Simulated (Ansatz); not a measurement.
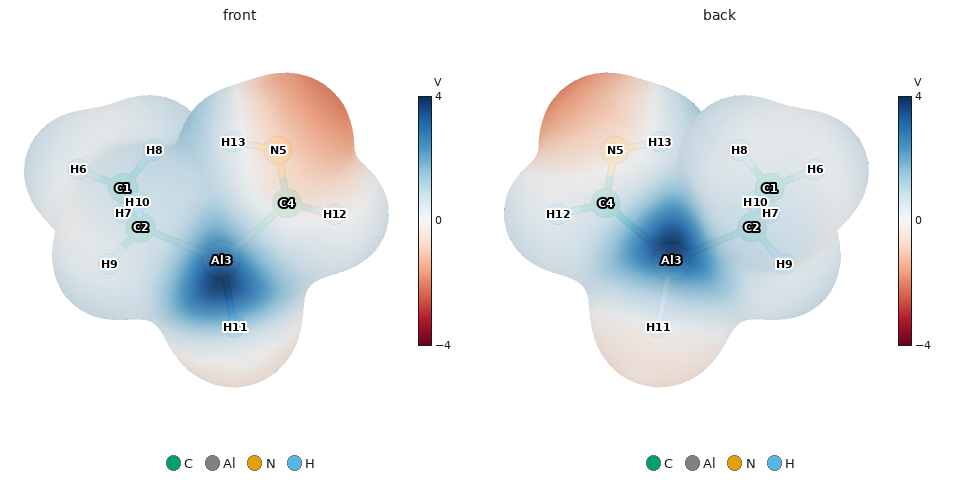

The picture shows: C3H8AlN. The molecular electrostatic potential painted on the density surface at 0.002 e/bohr³, seen from the front and from behind; red is negative and blue positive.

Geometry: PBE0-D4/def2-TZVP.

Level of theory: Ansatz, RKS PBE0-D4/def2-TZVPP.

```json
{"atom": "C", "x (Å)": "-1.1287", "y (Å)": "0.3800", "z (Å)": "1.3208"}
{"atom": "C", "x (Å)": "0.3758", "y (Å)": "0.1405", "z (Å)": "1.1298"}
{"atom": "Al", "x (Å)": "0.7625", "y (Å)": "-1.1029", "z (Å)": "-0.3365"}
{"atom": "C", "x (Å)": "0.5696", "y (Å)": "-0.3463", "z (Å)": "-2.1633"}
{"atom": "N", "x (Å)": "0.3011", "y (Å)": "0.8852", "z (Å)": "-2.3720"}
{"atom": "H", "x (Å)": "-1.3294", "y (Å)": "1.0850", "z (Å)": "2.1328"}
{"atom": "H", "x (Å)": "-1.6604", "y (Å)": "-0.5442", "z (Å)": "1.5657"}
{"atom": "H", "x (Å)": "-1.5967", "y (Å)": "0.7876", "z (Å)": "0.4199"}
{"atom": "H", "x (Å)": "0.8096", "y (Å)": "-0.2462", "z (Å)": "2.0582"}
{"atom": "H", "x (Å)": "0.8777", "y (Å)": "1.0987", "z (Å)": "0.9466"}
{"atom": "H", "x (Å)": "1.1506", "y (Å)": "-2.6299", "z (Å)": "-0.1155"}
{"atom": "H", "x (Å)": "0.6808", "y (Å)": "-0.9393", "z (Å)": "-3.0824"}
{"atom": "H", "x (Å)": "0.2079", "y (Å)": "1.3970", "z (Å)": "-1.4894"}
```

Question: Where is the surface potential most negative and most positive?

Answer: The most negative region (about −1.9 V) lies over N5, the most positive (about +3.8 V) over Al3. N5 is the likeliest acceptor of a hydrogen bond.
